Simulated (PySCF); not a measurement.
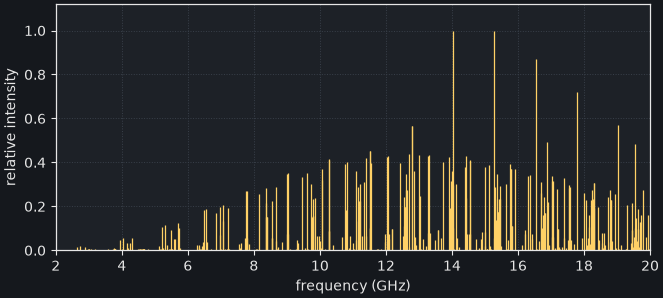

Simulated rotational absorption lines between 2 and 20 GHz at 2 K: rigid rotor with the equilibrium constants and dipole of one optimised conformer (PBE0-D3(BJ)/def2-SVP, PySCF), commonest isotopes; no centrifugal distortion, hyperfine structure, internal rotation or nuclear-spin weights; lines within 1 MHz of each other are summed.

**Which molecule gives this spectrum?**
A. C₄H₈ClFSi₂, SMILES CC#C[Si@@](F)([SiH3])CCl
B. C₅H₁₁B, SMILES CBC/C=C/C
C. C₆H₆S₂, SMILES CC(=S)c1cccs1

Option A. Rotational constants A, B, C = 1.123, 0.7558, 0.6262 GHz, |μa|, |μb|, |μc| = 1.97, 0.97, 0.07 D.

Known limits of this run: coarse grid, loose stop and no frequency check, small forces are noise and the end may be a saddle.
